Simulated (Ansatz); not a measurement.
Geometry relaxation of ZrN2H5Cl3 (part 2 of 2)

ZrN2H5Cl3; RKS PBE-D4/def2-SVP (Ansatz 0.2.0). It belongs to a series of runs on one base structure; here: end point A relaxed.

Geometry of the input (Å):
```
Zr -0.0820  -0.1329  0.0257
N  -0.0495  -0.0563  2.1841
H  -0.9044  -0.0296  2.7540
H  0.7347  -0.3296  2.7875
N  1.8282  -0.0370  -0.5716
H  2.4047  -0.7563  -1.0232
H  2.3754  0.8288  -0.4581
Cl -1.4399  1.6355  -0.7669
Cl -0.8692  -2.2531  -0.6457
Cl 1.6318  2.8947  1.3405
H  0.8619  1.9888  1.9745
```

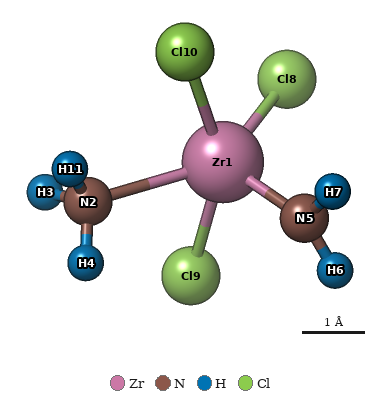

Fig. 1: The geometry at step 20 of the log (ball-and-stick view, seen at a tilt; atoms are numbered from 1 in the order of the input).

**Trajectory as extended XYZ, continued**
```
11
Properties=species:S:1:pos:R:3:forces:R:3 step=9 energy=-41885.25811
Zr    0.0936    0.2231    0.0998    0.1564   0.4084  -0.3647
N     0.0404    0.1915    2.3273    0.6299   0.9843   0.0202
H    -0.8424    0.2939    2.8442   -0.0190   0.0072   0.0102
H     0.6624   -0.4419    2.8530   -0.0654   0.1240  -0.0538
N     1.9614   -0.0049   -0.5969    0.7024  -0.5839  -0.9736
H     2.3640   -0.7192   -1.2655   -0.5155   0.7235   0.7828
H     2.5745    0.8300   -0.5813   -0.1357  -0.2723   0.0266
Cl   -1.4819    1.6355   -0.9597   -0.0724  -0.0516  -0.1279
Cl   -0.6975   -1.9652   -0.3868    0.0467   0.0858   0.1176
Cl    1.2547    2.4656    1.1042   -0.0878  -0.0319  -0.3346
H     0.5626    1.2447    2.1624   -0.6395  -1.3936   0.8974
11
Properties=species:S:1:pos:R:3:forces:R:3 step=10 energy=-41885.62794
Zr    0.1438    0.3291    0.0900    0.0364   0.2627  -0.3305
N     0.0398    0.1885    2.4004    0.2963   0.8975  -0.1952
H    -0.8624    0.2683    2.8903    0.0388  -0.0806  -0.0353
H     0.6385   -0.4842    2.8990   -0.0093   0.1099  -0.0066
N     1.9884   -0.0009   -0.6438    0.6913  -0.6677  -1.0738
H     2.3371   -0.7370   -1.3269   -0.5254   0.8722   0.9229
H     2.6429    0.8019   -0.6507   -0.1457  -0.2952  -0.0039
Cl   -1.4772    1.6295   -1.0617   -0.0279  -0.0995  -0.1212
Cl   -0.6557   -1.8757   -0.3323   -0.0065  -0.0284   0.1674
Cl    1.1913    2.4545    1.0002    0.0327   0.1923  -0.1042
H     0.5052    1.1789    2.3362   -0.3807  -1.1630   0.7804
11
Properties=species:S:1:pos:R:3:forces:R:3 step=11 energy=-41885.85819
Zr    0.1729    0.4102    0.0513    0.0211  -0.0067  -0.0085
N     0.0456    0.2026    2.4238   -0.4681  -0.9674  -0.2834
H    -0.8776    0.2408    2.8804    0.0403  -0.1043  -0.0738
H     0.6105   -0.5245    2.8925   -0.1099   0.1524  -0.1157
N     2.0020    0.0068   -0.6951    0.0431  -0.0309  -0.2888
H     2.3189   -0.7395   -1.3317   -0.1313   0.0824   0.1667
H     2.6808    0.7793   -0.7008    0.0406  -0.0712  -0.0298
Cl   -1.4964    1.6097   -1.1447    0.0190  -0.0811  -0.1232
Cl   -0.6367   -1.8373   -0.2446    0.0502   0.1635   0.2079
Cl    1.1846    2.4932    0.9518   -0.0145   0.0912  -0.0162
H     0.4870    1.1117    2.5179    0.5095   0.7721   0.5647
11
Properties=species:S:1:pos:R:3:forces:R:3 step=12 energy=-41885.96748
Zr    0.1942    0.4769    0.0331   -0.1303  -0.3046   0.0995
N     0.0487    0.1848    2.4021   -0.2445  -0.3351  -0.2188
H    -0.8869    0.2054    2.8332    0.0025  -0.1405  -0.0750
H     0.5868   -0.5767    2.8421   -0.0845   0.0455  -0.1056
N     2.0025    0.0257   -0.7285    0.0397   0.0085  -0.2349
H     2.2999   -0.7494   -1.3363   -0.0896   0.0536   0.1156
H     2.7093    0.7717   -0.7417    0.0564  -0.0540  -0.0523
Cl   -1.4840    1.6020   -1.2239    0.0343  -0.0687  -0.1211
Cl   -0.6333   -1.7883   -0.0508    0.0310   0.1554   0.0764
Cl    1.1587    2.5195    0.9695    0.0608   0.2508   0.0440
H     0.4957    1.0815    2.6019    0.3243   0.3891   0.4720
11
Properties=species:S:1:pos:R:3:forces:R:3 step=13 energy=-41886.03682
Zr    0.2069    0.5123    0.0406    0.0472   0.0068   0.0120
N     0.0663    0.2015    2.3990    0.4848   1.1214   0.5391
H    -0.8931    0.1631    2.7779    0.0412  -0.0746  -0.0475
H     0.5646   -0.6234    2.7662   -0.0346   0.0378  -0.0311
N     1.9928    0.0387   -0.7681   -0.0301   0.1159  -0.0223
H     2.2695   -0.7704   -1.3355   -0.0614  -0.0030   0.0332
H     2.7320    0.7536   -0.7922   -0.0089  -0.0649  -0.0507
Cl   -1.4541    1.5581   -1.3131    0.0871  -0.0807  -0.0273
Cl   -0.6433   -1.7493    0.0464    0.0294   0.1296   0.0802
Cl    1.1284    2.5809    0.9846   -0.0164   0.0351  -0.0460
H     0.5217    1.0880    2.7948   -0.5382  -1.2234  -0.4396
11
Properties=species:S:1:pos:R:3:forces:R:3 step=14 energy=-41886.08961
Zr    0.2163    0.5647    0.0559   -0.0711  -0.0932  -0.0926
N     0.0757    0.1788    2.4177    0.2558   0.8117   0.3995
H    -0.8887    0.1204    2.7833    0.0864  -0.0681  -0.0742
H     0.5631   -0.6707    2.7408   -0.0345   0.0654  -0.0464
N     1.9700    0.0669   -0.7853    0.1265   0.0076  -0.0390
H     2.2168   -0.7680   -1.3321   -0.0745   0.0559   0.0700
H     2.7237    0.7637   -0.8542   -0.0278  -0.0615  -0.0371
Cl   -1.3404    1.5270   -1.4747    0.0639  -0.0737   0.0744
Cl   -0.6598   -1.6828    0.1922   -0.0381  -0.0029  -0.0809
Cl    1.0950    2.6287    0.9968   -0.0250   0.0599   0.0330
H     0.5198    1.0242    2.8602   -0.2616  -0.7012  -0.2066
11
Properties=species:S:1:pos:R:3:forces:R:3 step=15 energy=-41886.11665
Zr    0.2334    0.5910    0.0566   -0.1276  -0.0014  -0.0651
N     0.1336    0.1840    2.4359   -0.0021   0.0233  -0.0193
H    -0.8398    0.0905    2.7653    0.0519  -0.0148  -0.0255
H     0.6059   -0.6929    2.7033   -0.0220   0.0487  -0.0044
N     1.9941    0.0632   -0.7580    0.0345   0.0206   0.0502
H     2.2100   -0.8122   -1.2496   -0.0307   0.0250   0.0096
H     2.7531    0.7401   -0.9065   -0.0004  -0.0320  -0.0154
Cl   -1.2867    1.4939   -1.5341    0.0250   0.0037  -0.0274
Cl   -0.7922   -1.5913    0.1547    0.0165  -0.0678   0.0612
Cl    0.9190    2.7208    0.9763    0.0506   0.0711   0.0671
H     0.5614    0.9660    2.9567    0.0044  -0.0765  -0.0310
11
Properties=species:S:1:pos:R:3:forces:R:3 step=16 energy=-41886.11618 accepted=F
Zr    0.2125    0.6039    0.0640    0.2285  -0.0596   0.0606
N     0.1465    0.1863    2.4393   -0.0331  -0.0784  -0.0298
H    -0.8293    0.0938    2.7586    0.0211   0.0188   0.0411
H     0.5976   -0.7085    2.6806    0.0015   0.0141  -0.0231
N     1.9967    0.0603   -0.7018   -0.1155   0.0868  -0.0897
H     2.1475   -0.7791   -1.2750   -0.0165  -0.0514   0.0694
H     2.7211    0.7507   -0.9376    0.0181   0.0025   0.0739
Cl   -1.2021    1.4719   -1.6279   -0.0721   0.0299  -0.0541
Cl   -0.7894   -1.5967    0.2106   -0.0043   0.0304  -0.0048
Cl    0.9014    2.7351    0.9990   -0.0272  -0.0142  -0.0175
H     0.5893    0.9355    2.9908   -0.0005   0.0210  -0.0261
11
Properties=species:S:1:pos:R:3:forces:R:3 step=17 energy=-41886.12507
Zr    0.2135    0.6054    0.0545   -0.0415   0.0131  -0.0142
N     0.1462    0.1818    2.4214    0.0153  -0.0074   0.0393
H    -0.8208    0.0939    2.7670   -0.0067   0.0132  -0.0035
H     0.6057   -0.7059    2.6710    0.0114  -0.0041  -0.0284
N     1.9867    0.0709   -0.7243    0.0069   0.0121  -0.0002
H     2.1697   -0.8032   -1.2313   -0.0076  -0.0074   0.0146
H     2.7528    0.7333   -0.8962    0.0037  -0.0051   0.0071
Cl   -1.2591    1.4885   -1.5917    0.0097  -0.0048  -0.0038
Cl   -0.7918   -1.5927    0.1856    0.0092   0.0040   0.0016
Cl    0.8924    2.7377    0.9935   -0.0014  -0.0071   0.0021
H     0.5964    0.9433    2.9511    0.0009  -0.0065  -0.0146
11
Properties=species:S:1:pos:R:3:forces:R:3 step=18 energy=-41886.12469 accepted=F
Zr    0.1991    0.6140    0.0384   -0.0677   0.0196   0.1807
N     0.1607    0.1740    2.4313    0.0115   0.0450  -0.2594
H    -0.8029    0.1190    2.7890   -0.0047  -0.0161   0.0398
H     0.5982   -0.7339    2.6373    0.0006  -0.0219   0.0549
N     1.9826    0.0833   -0.7120   -0.0190  -0.0117   0.0125
H     2.1624   -0.8065   -1.1910    0.0299  -0.0138  -0.0142
H     2.7517    0.7387   -0.8920    0.0275  -0.0045  -0.0057
Cl   -1.2372    1.4812   -1.6478    0.0103  -0.0033  -0.0030
Cl   -0.8142   -1.5765    0.1965   -0.0038  -0.0153  -0.0231
Cl    0.8415    2.7432    1.0015   -0.0044   0.0264  -0.0188
H     0.6498    0.9168    2.9495    0.0199  -0.0044   0.0363
11
Properties=species:S:1:pos:R:3:forces:R:3 step=19 energy=-41886.12687
Zr    0.2001    0.6134    0.0505    0.0066   0.0039   0.0017
N     0.1556    0.1789    2.4185    0.0073   0.0036  -0.0160
H    -0.8082    0.1005    2.7740   -0.0060   0.0066   0.0140
H     0.6088   -0.7165    2.6497    0.0079  -0.0109  -0.0106
N     1.9786    0.0769   -0.7139    0.0025  -0.0014   0.0128
H     2.1616   -0.8074   -1.2032   -0.0032   0.0023   0.0071
H     2.7531    0.7300   -0.8821   -0.0014  -0.0026   0.0014
Cl   -1.2543    1.4879   -1.6155   -0.0038   0.0010  -0.0070
Cl   -0.7972   -1.5882    0.1838   -0.0027   0.0051  -0.0001
Cl    0.8716    2.7461    0.9933   -0.0109  -0.0062  -0.0014
H     0.6220    0.9316    2.9457    0.0036  -0.0015  -0.0021
11
Properties=species:S:1:pos:R:3:forces:R:3 step=20 energy=-41886.12871
Zr    0.1882    0.6231    0.0444    0.0048  -0.0008   0.0478
N     0.1692    0.1737    2.4120    0.0153  -0.0291  -0.0566
H    -0.7877    0.1099    2.7885    0.0073   0.0086   0.0117
H     0.6118   -0.7336    2.6184   -0.0105   0.0134  -0.0002
N     1.9787    0.0792   -0.6867   -0.0111  -0.0033  -0.0166
H     2.1525   -0.8115   -1.1685    0.0109   0.0108   0.0112
H     2.7555    0.7263   -0.8684   -0.0052  -0.0088   0.0087
Cl   -1.2449    1.4845   -1.6471   -0.0008   0.0022  -0.0151
Cl   -0.8199   -1.5737    0.1825   -0.0053   0.0071  -0.0074
Cl    0.8258    2.7639    0.9909   -0.0138  -0.0160  -0.0036
H     0.6626    0.9113    2.9346    0.0084   0.0159   0.0200
11
Properties=species:S:1:pos:R:3:forces:R:3 step=21 energy=-41886.13089
Zr    0.1654    0.6305    0.0376    0.0499   0.0138   0.0200
N     0.1950    0.1682    2.4017    0.0150  -0.0819  -0.0274
H    -0.7533    0.1327    2.8059    0.0633   0.0049   0.0051
H     0.6154   -0.7568    2.5816   -0.0489   0.0685   0.0104
N     1.9705    0.0868   -0.6595   -0.0274  -0.0255  -0.0078
H     2.1459   -0.8153   -1.1206    0.0153   0.0380   0.0115
H     2.7576    0.7232   -0.8362   -0.0257  -0.0156   0.0079
Cl   -1.2260    1.4780   -1.6981    0.0051   0.0000  -0.0011
Cl   -0.8626   -1.5575    0.1758   -0.0008   0.0234   0.0052
Cl    0.7556    2.7793    0.9952   -0.0214  -0.0111  -0.0177
H     0.7282    0.8840    2.9174   -0.0243  -0.0146  -0.0060
11
Properties=species:S:1:pos:R:3:forces:R:3 step=22 energy=-41886.13287
Zr    0.1439    0.6428    0.0295    0.0480   0.0118  -0.0130
N     0.2271    0.1492    2.3895    0.0414   0.0272   0.0413
H    -0.7083    0.1611    2.8293    0.1626  -0.0078  -0.0334
H     0.6127   -0.7955    2.5504   -0.0773   0.1243   0.0071
N     1.9637    0.0939   -0.6276   -0.0654  -0.0319   0.0152
H     2.1415   -0.8178   -1.0692    0.0213   0.0462   0.0074
H     2.7608    0.7195   -0.7958   -0.0223  -0.0059  -0.0018
Cl   -1.1936    1.4730   -1.7616    0.0253  -0.0249   0.0252
Cl   -0.9202   -1.5267    0.1825   -0.0099   0.0279  -0.0188
Cl    0.6512    2.8118    0.9886   -0.0229  -0.0644   0.0016
H     0.8131    0.8418    2.8850   -0.1007  -0.1025  -0.0309
11
Properties=species:S:1:pos:R:3:forces:R:3 step=23 energy=-41886.13497
Zr    0.1258    0.6480    0.0204    0.0339   0.0237  -0.0043
N     0.2607    0.1421    2.3779    0.0201   0.0559   0.1136
H    -0.6620    0.1973    2.8456    0.2437  -0.0303  -0.0722
H     0.6092   -0.8195    2.5247   -0.0818   0.1388   0.0249
N     1.9603    0.0966   -0.5957   -0.1100  -0.0204   0.0108
H     2.1444   -0.8161   -1.0318    0.0261   0.0268  -0.0012
H     2.7571    0.7222   -0.7623   -0.0005   0.0077   0.0010
Cl   -1.1654    1.4498   -1.8221    0.0603  -0.0115   0.0549
Cl   -0.9889   -1.4951    0.1733    0.0169   0.0476   0.0107
Cl    0.5599    2.8199    1.0093   -0.0324  -0.0635  -0.0456
H     0.8906    0.8080    2.8614   -0.1762  -0.1746  -0.0927
11
Properties=species:S:1:pos:R:3:forces:R:3 step=24 energy=-41886.13854
Zr    0.1123    0.6383    0.0180    0.0386   0.0848  -0.0427
N     0.2835    0.1350    2.3726    0.0178   0.0727   0.1588
H    -0.6270    0.2262    2.8584    0.2360  -0.0387  -0.0830
H     0.5998   -0.8370    2.5209   -0.0616   0.1209   0.0250
N     1.9538    0.0962   -0.5838   -0.1043  -0.0179   0.0307
H     2.1516   -0.8095   -1.0276    0.0255   0.0078  -0.0026
H     2.7475    0.7296   -0.7351    0.0058   0.0148  -0.0067
Cl   -1.1174    1.4561   -1.8597    0.0372  -0.0469   0.0486
Cl   -1.0367   -1.4829    0.1871    0.0079   0.0477  -0.0016
Cl    0.4814    2.8212    1.0045   -0.0182  -0.0688  -0.0218
H     0.9430    0.7800    2.8454   -0.1846  -0.1765  -0.1047
11
Properties=species:S:1:pos:R:3:forces:R:3 step=25 energy=-41886.14379
Zr    0.0965    0.6471    0.0163   -0.0686   0.0437  -0.1164
N     0.3285    0.1126    2.3581   -0.0129   0.1053   0.3071
H    -0.5542    0.2749    2.8788    0.2493  -0.0587  -0.1395
H     0.5786   -0.8773    2.5182   -0.0281   0.1493  -0.0208
N     1.9430    0.1026   -0.5594   -0.0144  -0.0090   0.0387
H     2.1682   -0.7957   -1.0048    0.0066   0.0048  -0.0005
H     2.7270    0.7517   -0.6976    0.0101   0.0037  -0.0062
Cl   -1.0362    1.4046   -1.9482    0.0364  -0.0078   0.0644
Cl   -1.1457   -1.4145    0.2066    0.0133   0.0284   0.0027
Cl    0.3439    2.8332    1.0227   -0.0131  -0.0722  -0.0278
H     1.0422    0.7140    2.8100   -0.1784  -0.1875  -0.1016
11
Properties=species:S:1:pos:R:3:forces:R:3 step=26 energy=-41886.14636
Zr    0.0764    0.6396   -0.0010   -0.0739   0.0746   0.0283
N     0.3553    0.1113    2.3441   -0.0586   0.0086   0.3165
H    -0.5062    0.3081    2.8874    0.2239  -0.0566  -0.1513
H     0.5639   -0.8900    2.4970   -0.0073   0.1702  -0.0199
N     1.9382    0.1009   -0.5280    0.0375  -0.0131  -0.0540
H     2.1849   -0.7911   -0.9756    0.0028   0.0123   0.0176
H     2.7102    0.7660   -0.6645   -0.0009  -0.0153   0.0055
Cl   -1.0084    1.4099   -1.9855    0.0291  -0.0291   0.0296
Cl   -1.1984   -1.3964    0.2195    0.0144   0.0299  -0.0133
Cl    0.2736    2.8194    1.0187   -0.0108  -0.0249  -0.0341
H     1.1022    0.6752    2.7888   -0.1562  -0.1565  -0.1249
11
Properties=species:S:1:pos:R:3:forces:R:3 step=27 energy=-41886.14897
Zr    0.0690    0.6464    0.0020   -0.0124   0.0173  -0.0213
N     0.3585    0.1081    2.3474   -0.0337  -0.0109   0.2007
H    -0.4857    0.3186    2.9067    0.1175  -0.0256  -0.0981
H     0.5485   -0.8970    2.4901    0.0070   0.1173  -0.0182
N     1.9311    0.1074   -0.5270    0.0475  -0.0164  -0.0140
H     2.1851   -0.7921   -0.9559   -0.0102   0.0322   0.0138
H     2.7056    0.7704   -0.6605   -0.0130  -0.0207  -0.0013
Cl   -0.9968    1.4019   -1.9935   -0.0044  -0.0070  -0.0137
Cl   -1.2018   -1.3910    0.2081   -0.0032   0.0099   0.0118
Cl    0.2532    2.8307    1.0030   -0.0056  -0.0038   0.0154
H     1.1249    0.6497    2.7804   -0.0895  -0.0924  -0.0750
11
Properties=species:S:1:pos:R:3:forces:R:3 step=28 energy=-41886.15120
Zr    0.0616    0.6536   -0.0018    0.0237  -0.0035  -0.0018
N     0.3726    0.1024    2.3471    0.0133   0.0003  -0.0165
H    -0.4681    0.3052    2.9065   -0.0024  -0.0007   0.0060
H     0.5747   -0.8986    2.4816    0.0029   0.0128   0.0013
N     1.9292    0.1081   -0.5159   -0.0278   0.0094   0.0131
H     2.1750   -0.7922   -0.9460    0.0072   0.0047   0.0006
H     2.7078    0.7654   -0.6505    0.0027  -0.0105  -0.0022
Cl   -0.9640    1.3906   -2.0264    0.0020  -0.0023   0.0063
Cl   -1.2408   -1.3591    0.2215   -0.0067   0.0019  -0.0010
Cl    0.2052    2.8319    1.0141   -0.0069  -0.0005  -0.0015
H     1.1384    0.6457    2.7705   -0.0081  -0.0116  -0.0043
11
Properties=species:S:1:pos:R:3:forces:R:3 step=29 energy=-41886.15157
Zr    0.0518    0.6568   -0.0057   -0.0186   0.0101  -0.0072
N     0.3957    0.0955    2.3401    0.0024   0.0138  -0.0497
H    -0.4368    0.3007    2.9098   -0.0149  -0.0040   0.0214
H     0.5973   -0.9060    2.4686    0.0005   0.0006   0.0055
N     1.9249    0.1064   -0.4978   -0.0292   0.0165   0.0083
H     2.1753   -0.7938   -0.9253    0.0092  -0.0013  -0.0023
H     2.7050    0.7632   -0.6263    0.0057  -0.0104  -0.0037
Cl   -0.9305    1.3840   -2.0581    0.0177  -0.0130   0.0256
Cl   -1.2970   -1.3234    0.2281    0.0191   0.0190   0.0028
Cl    0.1365    2.8365    1.0123    0.0039  -0.0292  -0.0026
H     1.1695    0.6330    2.7550    0.0042  -0.0021   0.0020
11
Properties=species:S:1:pos:R:3:forces:R:3 step=30 energy=-41886.15176
Zr    0.0488    0.6593   -0.0065    0.0012  -0.0110   0.0024
N     0.3937    0.0974    2.3366    0.0072  -0.0015  -0.0162
H    -0.4346    0.3014    2.9134   -0.0092  -0.0020   0.0065
H     0.5950   -0.9047    2.4616    0.0008   0.0016   0.0061
N     1.9213    0.1082   -0.4978   -0.0075   0.0066   0.0100
H     2.1746   -0.7944   -0.9190    0.0019   0.0075  -0.0011
H     2.7027    0.7638   -0.6246    0.0008  -0.0103  -0.0038
Cl   -0.9285    1.3804   -2.0611    0.0010   0.0029   0.0084
Cl   -1.2926   -1.3245    0.2302    0.0040   0.0074  -0.0026
Cl    0.1406    2.8336    1.0192   -0.0024   0.0011  -0.0104
H     1.1707    0.6326    2.7486    0.0021  -0.0022   0.0006
```

**Summary**

```json
{"quantity": "outcome", "value": "converged"}
{"quantity": "total energy", "value": "−41886.1519 eV"}
{"quantity": "mean-field energy", "value": "−41885.7922 eV"}
{"quantity": "largest force (length of the vector) at the end", "value": "0.018 eV/Å"}
{"quantity": "wall time", "value": "74 s (CPU time 4.6 min)"}
{"quantity": "peak memory", "value": "0.22 GiB"}
```
